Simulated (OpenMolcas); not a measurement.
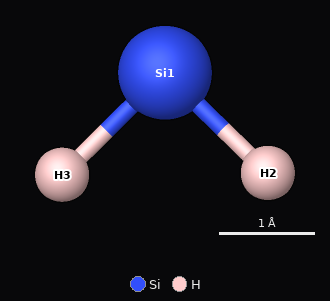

*The structure (ball-and-stick view, seen on its broad side; atoms are numbered from 1 in the order of the input).*

Bond lengths as drawn: H–Si 1.53 Å.

# Single-point calculation, with input and output: SiH2 (charge +1) (part 1 of 2)

System: SiH2, charge +1, multiplicity 2.
Method: HF/6-31G*, ROHF (OpenMolcas 26.06).

The geometry is that of the parent species in another charge or spin state. The geometry comes from this level: PBE0-D4/def2-TZVP.

**Input file**
```
>>> EXPORT MOLCAS_PRINT=2

&gateway
  baslib=$CurrDir
  coord
  3
  angstrom
  Si      -0.491200       0.468600      -0.213600
  H        0.840300       0.578600       0.522500
  H       -0.349100      -1.047200      -0.308900
  basis=6-31Gs
  group=NoSym

&seward

&scf
  uhf
  charge=1
  spin=2
  scramble=0.25
  prorbitals=1 1

&rasscf
  fileorb=$Project.UnaOrb
  spin=2
  nactel=1 0 0
  inactive=7
  ras2=1
  outorbitals=Canonical
  orblisting=Nothing
```

Hardware: 1 thread of Intel Xeon @ 2.50GHz (Skylake/Cascade Lake), 64 GiB of memory available, shared host.

Launch command:
```bash
export MOLCAS_MEM=1860
pymolcas step1.input > step1.log
```

**Log**
```
--- Start Module: gateway ---

                                              &GATEWAY

                       available to each process: 1.9 GB of memory, 1 thread

 Basis Set     1 Label: SI.6-31GS
 Basis set is read from library:.
 basistype.tbl is not found

 Basis Set     2 Label: H.6-31GS
 Basis set is read from library:.
 basistype.tbl is not found

++    Symmetry information:
      ---------------------

                    Character Table for C1

                             E
                    a        1  x, y, xy, Rz, z, xz, Ry, yz, Rx, I
--

++    Basis set information:
      ----------------------

      Basis set label: SI.6-31GS.........

      Electronic valence basis set:
      ------------------
      Associated Effective Charge  14.000000 au
      Associated Actual Charge     14.000000 au
      Nuclear Model: Point charge

      Shell  nPrim  nBasis  Cartesian Spherical Contaminant
         s      16       4        X
         p      10       3        X
         d       1       1                 X

      Basis set label: H.6-31GS.........

      Electronic valence basis set:
      ------------------
      Associated Effective Charge   1.000000 au
      Associated Actual Charge      1.000000 au
      Nuclear Model: Point charge

      Shell  nPrim  nBasis  Cartesian Spherical Contaminant
         s       4       2        X
--

++    Molecular structure info:
      -------------------------

                    ************************************************
                    **** Cartesian Coordinates / bohr, angstrom ****
                    ************************************************

     Center  Label                x              y              z                     x              y              z
        1      SI1             -0.928233       0.885526      -0.403646             -0.491200       0.468600      -0.213600
        2      H2               1.587937       1.093396       0.987382              0.840300       0.578600       0.522500
        3      H3              -0.659703      -1.978921      -0.583736             -0.349100      -1.047200      -0.308900

                    ***************************************
                    *    InterNuclear Distances / bohr    *
                    ***************************************

               1 SI1           2 H2            3 H3
    1 SI1      0.000000
    2 H2       2.882582        0.000000
    3 H3       2.882637        4.118183        0.000000

                    *******************************************
                    *    InterNuclear Distances / angstrom    *
                    *******************************************

               1 SI1           2 H2            3 H3
    1 SI1      0.000000
    2 H2       1.525397        0.000000
    3 H3       1.525426        2.179248        0.000000

                    **************************************
                    *    Valence Bond Angles / degree    *
                    **************************************
                          Atom centers                 Phi
                      2 H2       1 SI1      3 H3        91.17
--

            Nuclear Potential Energy              9.95624603 au

--- Stop Module: gateway /rc=_RC_ALL_IS_WELL_ ---

--- Start Module: seward ---

                                              &SEWARD

                       available to each process: 1.9 GB of memory, 1 thread

               SEWARD will generate:
                  Multipole Moment integrals up to order  2
                  Kinetic Energy integrals
                  Nuclear Attraction integrals (point charge)
                  One-Electron Hamiltonian integrals
                  Velocity integrals
                  Orbital angular momentum around ( -0.8347   0.7963  -0.3630 )
                  Velocity quadrupole around ( -0.8347   0.7963  -0.3630 )
                  Two-Electron Repulsion integrals

                   Integrals are discarded if absolute value <: 1.00E-14
                   Integral cutoff threshold is set to       <: 1.00E-16

            Nuclear Potential Energy              9.95624603 au

      Basis set specifications :
      Symmetry species         a
      Basis functions           22

--- Stop Module: seward /rc=_RC_ALL_IS_WELL_ ---

--- Start Module: scf ---

                                                &SCF

                       available to each process: 1.9 GB of memory, 1 thread

++    Input section:
      --------------

      Header of the integral files:

      Cartesian coordinates in angstrom:
      -----------------------------------------------------
      No.  Label        X            Y            Z
      -----------------------------------------------------
       1   SI1       -0.49120000   0.46860000  -0.21360000
       2   H2         0.84030000   0.57860000   0.52250000
       3   H3        -0.34910000  -1.04720000  -0.30890000
      -----------------------------------------------------
      Nuclear repulsion energy =    9.95624603
--

++    Orbital specifications:
      -----------------------

      Symmetry species               1
                                     a
      Frozen orbitals                0
      Start temperature = 0.500
      End temperature   = 0.010
      Temperature Factor= 0.460
      Deleted orbitals               0
      Total number of orbitals      22
      Number of basis functions     22
--

      Molecular charge                           1.000

++    Optimization specifications:
      ----------------------------

      SCF Algorithm: Conventional USCF
      D(i)-D(i-1) density differences are used
      Number of density matrices in core                 5
      Maximum number of NDDO SCF iterations            400
      Maximum number of HF SCF iterations              400
      Threshold for SCF energy change             1.00E-09
      Threshold for density matrix                1.00E-04
      Threshold for Fock matrix                   1.50E-04
      Threshold for linear dependence             1.00E-09
      Threshold at which DIIS is turned on        1.50E-01
      Maximum depth in the DIIS procedure                5
      Maximum depth in the BFGS Hessian update          30
      Threshold at which QNR/C2DIIS is turned on  7.50E-02
      Threshold for Norm(delta) (QNR/C2DIIS)      1.00E-03
      All orbitals punched on: UHFORB
--

      Input vectors read from INPORB
      Orbital file label: *Guess orbitals
      Start orbitals are scrambled in order to introduce symmetry breaking

++ Convergence information
                               UHF SCF        iterations: Energy and convergence statistics

Iter     Tot. SCF        One-elec.       Two-elec.     Energy      Max Dij or  Max Fij      DNorm      TNorm      AccCon     Time
         Energy          Energy          Energy        Change      Delta Norm                                                in Sec.
   1  -288.264261283  -413.405471376   115.184964059   0.00E+00    2.99E-01*   1.50E+01*    5.62E+00   5.58E+01   None         0.
   2  -287.506897538  -411.644170763   114.181027191   7.57E-01*   1.36E-01*   3.51E-01*    6.03E+00   5.55E+01   EDIIS        0.
   3  -289.266621094  -415.968507757   116.745640629  -1.76E+00*   3.78E-02*   6.77E-02*    2.58E+00   5.61E+01   EDIIS        0.
   4  -289.583026610  -416.108370398   116.569097754  -3.16E-01*   6.08E-02*   2.67E-02*    8.74E-01   5.61E+01   EDIIS        0.
   5  -289.685361298  -416.369371383   116.727764051  -1.02E-01*   4.48E-02*   1.78E-02*    4.17E-01   5.62E+01   EDIIS        0.
   6  -289.687952899  -416.451306305   116.807107372  -2.59E-03*   1.78E-02*   6.66E-03*    1.69E-01   5.62E+01   EDIIS        0.

       Fermi aufbau procedure completed!
      nOcc(alpha)=    8
      nOcc(beta) =    7

   7  -289.688364890  -416.455576421   116.810965497  -4.12E-04*   6.96E-03*   6.35E-03*    6.61E-02   5.62E+01   c2DIIS       0.
   8  -289.688524666  -416.458937006   116.814166306  -1.60E-04*   7.47E-03*   1.21E-03*    1.16E-02   5.62E+01   QNRc2DIIS    0.
   9  -289.688539495  -416.458285167   116.813499638  -1.48E-05*   2.86E-02*   9.86E-04*    8.16E-03   5.62E+01   QNRc2DIIS    0.
  10  -289.688565189  -416.457129669   116.812318446  -2.57E-05*   2.13E-03*   2.97E-04*    3.15E-02   5.62E+01   QNRc2DIIS    0.
  11  -289.688565945  -416.457415762   116.812603782  -7.57E-07*   3.12E-03*   1.77E-04*    2.76E-03   5.62E+01   QNRc2DIIS    0.
  12  -289.688566483  -416.457769171   116.812956654  -5.37E-07*   4.74E-04    3.34E-05     3.77E-03   5.62E+01   QNRc2DIIS    0.
  13  -289.688566506  -416.457745566   116.812933026  -2.33E-08*   3.26E-04    2.04E-05     6.02E-04   5.62E+01   QNRc2DIIS    0.
  14  -289.688566513  -416.457762992   116.812950444  -7.67E-09*   2.86E-05    3.83E-06     4.56E-04   5.62E+01   QNRc2DIIS    0.
  15  -289.688566514  -416.457757698   116.812945150  -1.27E-10    8.05E-06    8.21E-07     4.65E-05   5.62E+01   QNRc2DIIS    0.

       Convergence after  15 Iterations
--

 *****************************************************************************************************************************
 *                                             SCF/KS-DFT Program, Final results                                             *
 *                                                       Final Results                                                       *
 *****************************************************************************************************************************

::    Total SCF energy                               -289.6885665136
      One-electron energy                            -416.4577576977
      Two-electron energy                             116.8129451499
      Nuclear repulsion energy                          9.9562460342
      Kinetic energy (interpolated)                   289.7198870570
      Virial theorem                                    0.9998918937
      Total spin, S(S+1)                                0.7568702835
      Total spin, S                                     0.5034292619
      Max non-diagonal density matrix element           0.0000031722
      Max non-diagonal Fock matrix element              0.0000005613

      All orbitals with orbital energies smaller than  E(LUMO)+0.5 are printed

++    Molecular orbitals:
      -------------------

      Title: UHF orbitals (alpha)

      Molecular orbitals for symmetry species 1: a

          Orbital            1         2         3         4         5         6         7         8         9        10
          Energy          -69.1358   -6.4915   -4.5983   -4.5929   -4.5887   -0.9855   -0.7435   -0.7011   -0.2644   -0.1168
          Occ. No.          1.0000    1.0000    1.0000    1.0000    1.0000    1.0000    1.0000    1.0000    0.0000    0.0000

          Orbital           11        12        13        14        15
          Energy           -0.0110    0.0471    0.1139    0.1288    0.1438
          Occ. No.          0.0000    0.0000    0.0000    0.0000    0.0000

--

      All orbitals with orbital energies smaller than  E(LUMO)+0.5 are printed

++    Molecular orbitals:
      -------------------

      Title: UHF orbitals (beta)

      Molecular orbitals for symmetry species 1: a

          Orbital            1         2         3         4         5         6         7         8         9        10
          Energy          -69.1294   -6.4808   -4.5887   -4.5859   -4.5761   -0.9238   -0.7099   -0.2855   -0.2359   -0.0652
          Occ. No.          1.0000    1.0000    1.0000    1.0000    1.0000    1.0000    1.0000    0.0000    0.0000    0.0000

          Orbital           11        12        13        14        15
          Energy            0.0117    0.0554    0.1401    0.1584    0.1792
          Occ. No.          0.0000    0.0000    0.0000    0.0000    0.0000

--

++    Molecular charges:
      ------------------
```
